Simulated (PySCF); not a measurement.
A series of small molecules: fluoroboranes BH(3-n)F(n).

Gas-phase molecules at GFN2-xTB geometries (not checked as minima at the level of the calculation), PBE0/def2-TZVP with PySCF. The ionisation energy is E(cation) − E(neutral) at fixed geometry, without spin-orbit coupling; where the highest orbital is degenerate, the cation is one component. LUMO energies depend on the basis. GFN2-xTB bonds to atoms past the second row can be off by 0.02 to 0.07 Å and angles by up to several degrees, which can move orbital and ionisation energies by up to 0.5 eV and charges by 0.01 to 0.02 e, so small steps and misses may come from the geometries. Volumes are summed on a coarse grid and good to about 2 %.

| molecule | n | Hirshfeld charge of the central atom (e) | HOMO energy (eV) | vertical ionisation energy (eV) | HOMO–LUMO gap (eV) | volume inside the 0.001 a.u. surface (Å³) |
| --- | --- | --- | --- | --- | --- | --- |
| BH3 | 0 | 0.158 | −10.01 | 13.16 | 8.09 | 42 |
| BH2F | 1 | 0.233 | −9.35 | 12.46 | 8.26 | 47 |
| BHF2 | 2 | ? | ? | ? | ? | ? |
| BF3 | 3 | 0.408 | −12.20 | 15.25 | 12.70 | 54 |

The results for BHF2 are withheld.

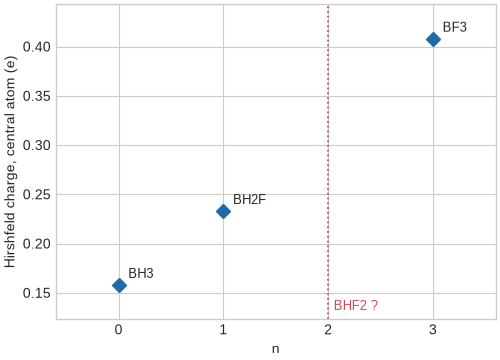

Q: What does the trend of the Hirshfeld charge of the central atom with n predict for BHF2?

A: A least-squares line through the three given members is y = 0.154 + 0.084 x, with R² = 1.00 and a scatter of 0.007 e; BH2F lies farthest from it (−0.005 e). At x = 2 it gives 0.322 e. For a new member the 90 % prediction interval is ±0.050 e, wide since three points leave one degree of freedom.

Q: How does the computed value compare?

A: The calculation gives 0.309 e, 0.013 e below the estimate (2.0 times the scatter, 5 % of the range of the series): inside the prediction interval. Its other results: HOMO energy −10.98 eV, vertical ionisation energy 14.13 eV, HOMO–LUMO gap 10.72 eV and volume inside the 0.001 a.u. surface 51 Å³.

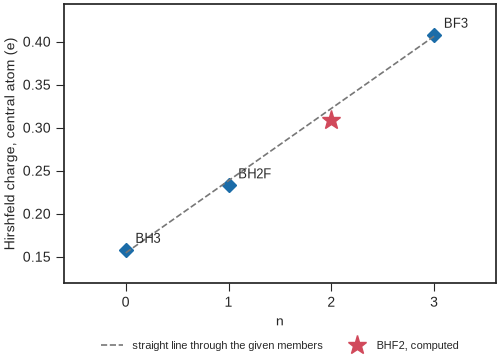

Over the series −ε(HOMO) lies 3.04 to 3.15 eV below the ionisation energy from total-energy differences, since this functional puts filled levels too high (delocalisation error). The pairing was chosen among those with R² above 0.96; series and pairings with weaker trends are left out of this set.

The single runs took from 1.9 s to 75 s, on 1 thread of shared hosts (Arm Neoverse V1, Arm Neoverse V2 and Intel(R) Xeon(R) Platinum 8259CL CPU @ 2.50GHz (Skylake/Cascade Lake)).
